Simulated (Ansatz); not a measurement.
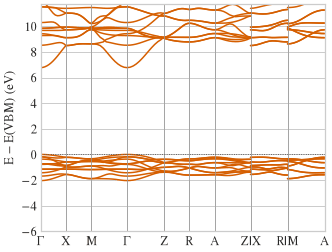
Figure: Band structure from DFT-PBE in the program Ansatz with PAW potentials

Question: Read off the gap and where the band edges lie.

Answer: About 6.8 eV (6.77 eV by a search for the band edges); maximum at Γ, minimum at Γ.

The material is CaF2 (rutile, space group No. 136).

Space group P4_2/mnm (rutile). A made-up cell: these elements were put on the sites of a structure type; neither database checked (COD, Materials Project) lists it. It is not the phase usual at ambient conditions (space group No. 225). Symmetry was held in the PBE relaxation; its stability against distortions is not shown here.

Potentials: the later of the program's two PAW sets.
